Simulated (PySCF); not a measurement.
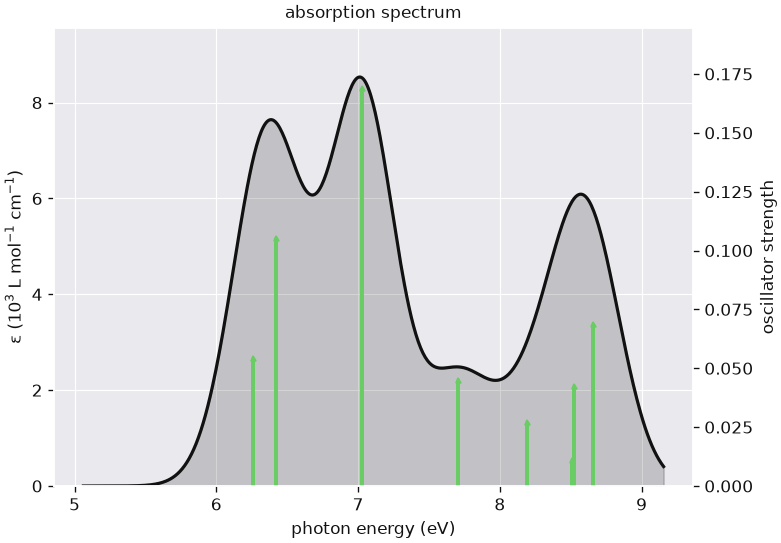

Computed absorption of C₂H₇As, SMILES C[AsH]C. Vertical TDDFT excitations, CAM-B3LYP/def2-SVPD with PySCF, at a GFN2-xTB geometry (no frequency check), gas phase. The lowest 8 singlet states are shown; each is broadened by a Gaussian of 1/e half-width 0.33 eV. Sticks give oscillator strengths (right axis).

Q: Where is the maximum of the broadened curve, and how high is it?

A: At about 7.0 eV (177 nm), with ε near 8500 L mol⁻¹ cm⁻¹.

Q: Does any vertical transition fall in the visible?

A: No singlet lies below 3.1 eV (beyond 400 nm), so at this level no vertical transition falls in the visible.

Q: List the transitions behind the spectrum.

A:
| state | E (eV) | λ (nm) | f | main character |
| --- | --- | --- | --- | --- |
| S1 | 6.26 | 198 | 0.054 | HOMO → LUMO (92 %) |
| S2 | 6.42 | 193 | 0.105 | HOMO → LUMO+1 (92 %) |
| S3 | 7.03 | 176 | 0.169 | HOMO → LUMO+2 (88 %) |
| S4 | 7.70 | 161 | 0.045 | HOMO → LUMO+3 (80 %) |
| S5 | 8.19 | 151 | 0.027 | HOMO−1 → LUMO (84 %) |
| S6 | 8.51 | 146 | 0.011 | HOMO−2 → LUMO+1 (51 %) |
| S7 | 8.53 | 145 | 0.043 | HOMO → LUMO+4 (84 %) |
| S8 | 8.66 | 143 | 0.069 | HOMO → LUMO+6 (52 %) |

Caveats: states above the negative HOMO energy depend on the basis; the tight-binding geometry is rougher than a DFT one and adds to the error; core orbitals are frozen in the response.
